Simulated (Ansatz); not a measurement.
# Be3Si2, from a guessed structure to a relaxed one, part 2 of 2

Starting from a made-up structure for Be3Si2, the aim is the relaxed cell, its shortest contacts and, where a second run follows, its electronic structure.

Ansatz 0.2.0; DFT, PBEsol, plane-wave PAW, files of the set soft_1, scalar-relativistic, no spin, cell and ions relaxed at zero pressure; PAW set soft_1 (the session's first sound run).

So far: Starting point; Relaxation of the guess. The relaxed cell has a = 3.832, c = 4.511 Å (conventional setting).

## Step 3: Bands of the relaxed cell

A second self-consistent run takes a narrower smearing and the mesh shown in its input; the bands follow along the standard path of the relaxed lattice.

This step: DFT, PBEsol, plane-wave PAW, files of the set soft_1, scalar-relativistic, no spin, bands and density of states at the relaxed cell; PAW set soft_1 (Ansatz 0.2.0).

input.yaml reads:

```yaml
crystal:
  lattice:
    - [3.8322158267, 0.0, 0.0]
    - [-1.9161079134, 3.3187962587, 0.0]
    - [0.0, 0.0, 4.511194697]
  atoms:
    - { symbol: Si, position: [0.0, 0.0, 0.0] }
    - { symbol: Si, position: [0.3333333333, 0.6666666667, 0.5] }
    - { symbol: Be, position: [0.3333333333, 0.6666666667, 0.0] }
    - { symbol: Be, position: [0.6666666667, 0.3333333333, 0.256162383] }
    - { symbol: Be, position: [0.6666666667, 0.3333333333, 0.743837617] }
kpoints:
  mp_grid: { grid: [10, 10, 8] }
  band_path:
    path:
      - [[0.0, 0.0, 0.0], [0.5, 0.0, 0.0], [0.33333333, 0.33333333, 0.0], [0.0, 0.0, 0.0], [0.0, 0.0, 0.5], [0.5, 0.0, 0.5], [0.33333333, 0.33333333, 0.5], [0.0, 0.0, 0.5]]
      - [[0.5, 0.0, 0.5], [0.5, 0.0, 0.0]]
      - [[0.33333333, 0.33333333, 0.0], [0.33333333, 0.33333333, 0.5]]
    npoints: 8
scf:
  occupations: { method: fermi_dirac, width: 0.03 }
  n_extra_bands: 9
hamiltonian:
  xc: pbesol
  pseudopotentials: { kind: paw, azcp: { folder: soft_1 }, xc_functional: pbe }
output:
  forces: true
  stress: true
  write_bands: true
  dos: { projected: true }
  write_density: true
  write_potential: true
  elf: true
  volumetric_format: npy
```

Command:

```bash
ansatz run input.yaml --threads 4 --pin off --max-ram 8192MiB --backend cpu --events-out ev --progress --plain --runs-dir out
```

Numbers of over 12 decimals in the logs are rounded to 6 here.

The program printed:

```text
[...]
Crystal: 5 atoms, lattice volume = 57.375 Å³
Basis set: ecut = 420 eV, 1131 PW (Γ), exchange–correlation on 54×54×64 points (8 copies of the dense FFT grid, shifted against one another)
Bands: 16, of which v1, the nominal top of the filled ones, is band 7 counted from 1 (6 counted from 0)
Symmetry: 12 space group operations
[...]
k-points: 70 of 800 (time reversal used)
[...]
SCF iter   1: F=—  HF=-1512.675140 eV  |F-HF|=—  |Δ(HF+E_count)|=         —  Δρ=3.19e-2  dr2=1.18e0  ethr=3.10e-3  ⟨swp⟩=6.0  Hψ=7640  notcnv=0
[...]
SCF iter   6: F=-1512.236135 eV  HF=-1512.236135 eV  |F-HF|=5.62e-9  |Δ(HF+E_count)|=   1.43e-6  Δρ=1.07e-5  dr2=4.41e-8  ethr=7.14e-10  ⟨swp⟩=12.4  Hψ=7968  notcnv=0
SCF 1 converged in 6 iterations: F = -1512.236135 eV  dr2 = 4.41e-8
[...]
NSCF: frozen V_eff on 75 k-points
SCF converged after 6 iterations
Free energy (F): -1512.236135 eV
[...]
Internal energy: -1512.233540 eV  (E = F + TS)
E sigma→0 (E₀):  -1512.234838 eV
Entropy (-TS):   -0.002594 eV (-0.519 meV/atom)
Fermi energy:    8.594577 eV
[...]
--- Forces (eV/Å), atoms counted from 1 ---
  atom   1  Si    -0.00000000     0.00000000     0.00000000
  atom   2  Si    -0.00000000    -0.00000000    -0.00000000
  atom   3  Be     0.00000000     0.00000000     0.00000000
  atom   4  Be    -0.00000000     0.00000000    -0.03689418
  atom   5  Be    -0.00000000     0.00000000     0.03689418
  max |Σ_I F_I| component: 3.12e-16 eV/Å
--- Stress (GPa, compression-positive) ---
       -0.036583      -0.000000      -0.000000
       -0.000000      -0.036583      -0.000000
       -0.000000      -0.000000       0.255755
  P = ⅓ Tr σ = 0.0609 GPa (0.609 kbar)
--- Band table (eV; the first three rows and the last of 70) ---
  k-point 0: bands = [... 3 lower, 6.3064, 6.3064, 7.0982, 7.0982, 9.5736, 11.2105, 12.4083, 12.5179, ... 5 higher]
  k-point 1: bands = [... 3 lower, 6.4036, 6.4036, 7.1677, 7.1677, 9.6121, 11.1851, 11.5323, 11.5323, ... 5 higher]
  k-point 2: bands = [... 3 lower, 6.6820, 6.6820, 7.3664, 7.3664, 9.7069, 10.2638, 10.2638, 11.1087, ... 5 higher]
  k-point 69: bands = [... 3 lower, 1.7448, 2.8477, 3.4837, 11.2586, 11.9721, 12.1161, 12.9567, 13.6729, ... 5 higher]
```

Run time: 3 s. Hardware: 4 threads of Arm Neoverse V1, shared host; peak memory 0.38 GiB.

The column dr2 measures how far the density is from self-consistency, as an energy; F and HF (Harris–Foulkes) agree once it is small.

Numbers from this step:

```yaml
free_energy: -1512.2361 eV
energy_at_zero_smearing: -1512.2348 eV
smearing_term_ts: 0.002594 eV
fermi_energy: 8.595 eV
pressure: 0.06086 GPa
```

From bands.tsv, the bands that come nearest the Fermi level along the path, at its corners, in eV from the Fermi level:

| point | band 4 | band 5 | band 6 | band 7 | band 8 | band 9 | band 10 | band 11 |
| --- | --- | --- | --- | --- | --- | --- | --- | --- |
| Γ | -2.29 | -2.29 | -1.50 | -1.50 | 0.98 | 2.62 | 3.81 | 3.92 |
| M | -4.51 | -4.20 | -3.82 | -1.71 | -0.47 | 1.62 | 2.45 | 3.96 |
| K | -4.09 | -3.53 | -2.16 | -1.99 | -1.21 | 0.75 | 3.53 | 3.64 |
| Γ | -2.29 | -2.29 | -1.50 | -1.50 | 0.98 | 2.62 | 3.81 | 3.92 |
| A | -1.33 | -0.43 | -0.43 | -0.22 | -0.22 | 0.23 | 0.28 | 1.71 |
| L | -6.44 | -4.06 | -2.16 | -1.47 | -0.47 | 3.95 | 4.83 | 5.72 |
| H | -7.14 | -5.64 | -5.41 | 3.05 | 3.76 | 3.91 | 4.47 | 4.60 |
| A | -1.33 | -0.43 | -0.43 | -0.22 | -0.22 | 0.23 | 0.28 | 1.71 |
| L | -6.44 | -4.06 | -2.16 | -1.47 | -0.47 | 3.95 | 4.83 | 5.72 |
| M | -4.51 | -4.20 | -3.82 | -1.71 | -0.47 | 1.62 | 2.45 | 3.96 |
| K | -4.09 | -3.53 | -2.16 | -1.99 | -1.21 | 0.75 | 3.53 | 3.64 |
| H | -7.14 | -5.64 | -5.41 | 3.05 | 3.76 | 3.91 | 4.47 | 4.60 |

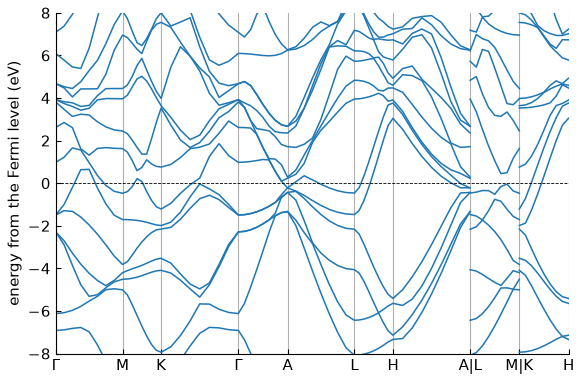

Bands along the path. 1 band lies wholly below the window drawn.

States per cell as run, both spins, in windows of 1 eV, from dos.tsv (zero at the Fermi level):

```
from  to  total
  -8  -7   0.78
  -7  -6   1.00
  -6  -5   1.53
  -5  -4   1.82
  -4  -3   1.18
  -3  -2   1.23
  -2  -1   1.32
  -1   0   1.43
   0   1   1.71
   1   2   1.68
   2   3   1.76
   3   4   1.95
   4   5   2.02
   5   6   2.35
```

A further 3.7 states lie below the table's range.

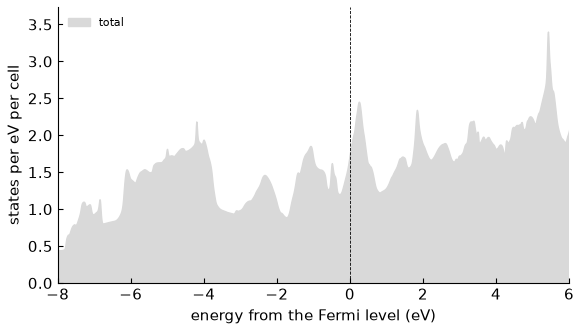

Total density of states, smoothed over about 0.04 eV.

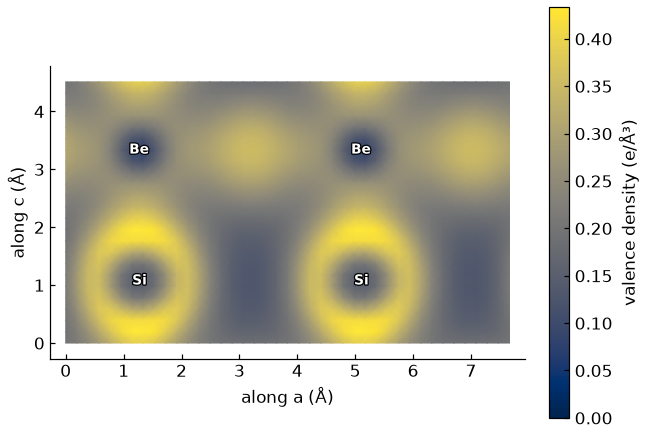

Valence density in the ac plane at fractional y = 0.667, with atoms of Si and Be within 0.2 Å of it. It is the smooth field of the valence electrons, not physical close to the nuclei. The map starts off the cell's origin, so that atoms lie inside it.

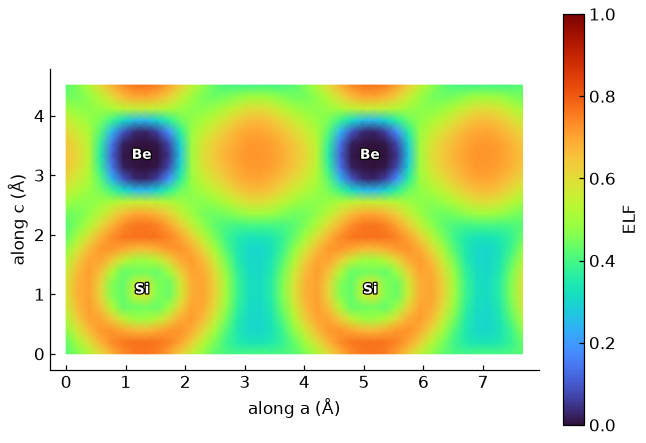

ELF in the ac plane at fractional y = 0.667, with atoms of Si and Be within 0.2 Å of it. It is the smooth field of the valence electrons, not physical close to the nuclei. The map starts off the cell's origin, so that atoms lie inside it.

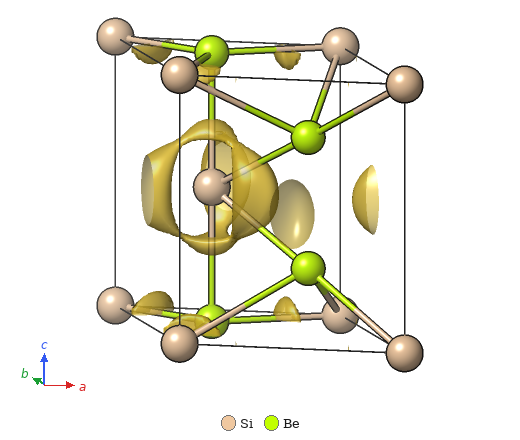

Surface of ELF = 0.75.

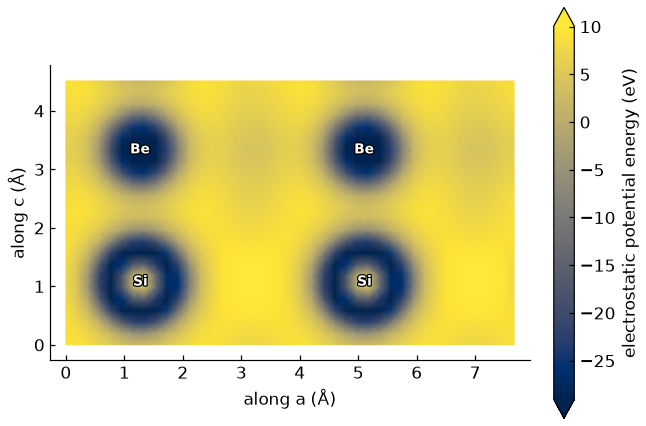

Electrostatic potential energy in the ac plane at fractional y = 0.667, with atoms of Si and Be within 0.2 Å of it. With pseudopotentials it is smooth inside the atoms' cores, unlike the true potential. The map starts off the cell's origin, so that atoms lie inside it.

## Step 4: What came out

| Item | Value |
| --- | --- |
| space group, relaxed | P-6m2 |
| conventional cell | a = 3.832, b = 3.832, c = 4.511 Å; α = 90.0°, β = 90.0°, γ = 120.0° |
| volume per atom | 11.47 Å³ (guess 10.74) |

Be3Si2 relaxes to P-6m2 with a = 3.832, b = 3.832 and c = 4.511 Å. The guessed volume was 6 % too small. The space group P-6m2 was held in the relaxation, so the end point is a stationary structure within it and may be a saddle against distortions or other arrangements. Bands cross the Fermi level, so it is a metal or semimetal at this level. On the 10×10×8 mesh with the narrower smearing (relaxed on 8×8×6) the largest force component is 0.037 eV/Å and the largest stress component is 0.256 GPa, against the relaxation's thresholds of 0.015 eV/Å and 0.05 GPa. The cutoff wasn't tested. No dispersion term is used, so weakly bound directions may come out too long. Nothing here tests whether the compound is stable against decomposition.

[Logs are printed without paths, hosts, clocks, repeated set-up lines and the standing remarks that a program may print on its own settings, such as how far it seeks lower states.]

[Hosts, paths, dates, database ids (printed as entryN), source tags and the programs' standing remarks are cut or masked in the printed files.]
